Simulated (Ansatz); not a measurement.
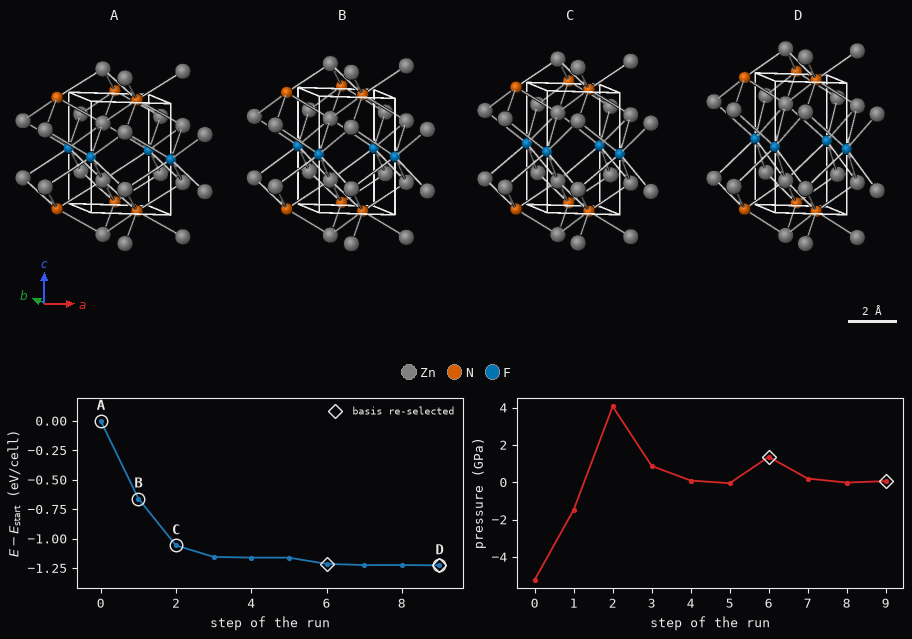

Frames of a relaxation of solid Zn₂NF (a generated structure, set up in P-6m2) (coarse preliminary run), marked on the history of the run. A ball-and-stick model of the cell of the calculation, seen slightly off an axis.

Computed with DFT PBE, scalar-relativistic, plane waves, PAW in Ansatz.

Input file:
```yaml
crystal:
  lattice:
    - [3.46079228, 0.0, 0.0]
    - [-1.73039614, 2.99713404, 0.0]
    - [0.0, 0.0, 4.70170958]
  atoms:
    - { symbol: Zn, position: [0.33333333, 0.66666667, 0.75651217] }
    - { symbol: Zn, position: [0.33333333, 0.66666667, 0.24348783] }
    - { symbol: "N", position: [0.66666667, 0.33333333, 0.0] }
    - { symbol: F, position: [0.0, 0.0, 0.5] }
basis:
  ecutwfc: 420
kpoints:
  mp_grid: { grid: [6, 6, 4] }
hamiltonian:
  xc: pbe
scf:
  occupations: { method: gaussian, width: 0.1 }
  lower_state_search: "off"
output:
  forces: true
  stress: true
  eigenvalues: true
relax:
  adjacent_minimum: "off"
  f_tol: 0.04
  max_steps: 70
  cell: { stress_tol: 0.4 }
```

Launched with:
```bash
ansatz run input.yaml --threads 1 --pin off --max-ram 2048MiB --backend cpu --events-out ev --progress --plain --runs-dir out
```

Describe the path.

The largest moves relative to the cell, 0.19 Å, are those of Zn1 and Zn2. Zn1 goes along +c. N and F stay in place. The drawn cell changes as follows: a = b 3.461 → 3.103 Å (−10.3 %), c 4.702 → 5.557 Å (+18.2 %); the volume changes by −5.0 %. Near-neighbour distances that change, for instance: Zn1–Zn2 2.412 → 3.234 Å, Zn1–N3 2.303 → 2.135 Å, Zn2–N3 2.303 → 2.135 Å, Zn1–F4 2.334 → 2.413 Å. Bond angles that change, for instance: Zn1–N3–Zn2 59.6° → 65.9°, N3–Zn1–N3 97.4° → 93.2°, Zn1–N3–Zn1 97.4° → 93.2°. The space group stays P-6m2 (No. 187). After 7 accepted moves (9 points after the start) the energy has fallen by 1.227 eV per cell of the calculation. Largest force component: 1.6 eV/Å at the start, 0.00093 eV/Å at the end. The pressure goes from −5.23 to 0.06 GPa. At 2 points the geometry stayed and the basis and grid were re-selected for the new cell (energy shift of 52.9 meV per cell of the calculation at most each time). The run took 25 s on 1 thread of Intel(R) Xeon(R) Platinum 8375C CPU @ 2.90GHz (Ice Lake) (shared host), peak memory 0.38 GiB. From step 0 to 1: Zn atoms move most (0.04 Å), volume −5.3 %, energy −0.660 eV per cell of the calculation. From step 1 to 2: Zn atoms move most (0.08 Å), volume −3.9 %, energy −0.398 eV per cell of the calculation. From step 2 to 9: Zn atoms move most (0.06 Å), volume +4.4 %, energy −0.169 eV per cell of the calculation.
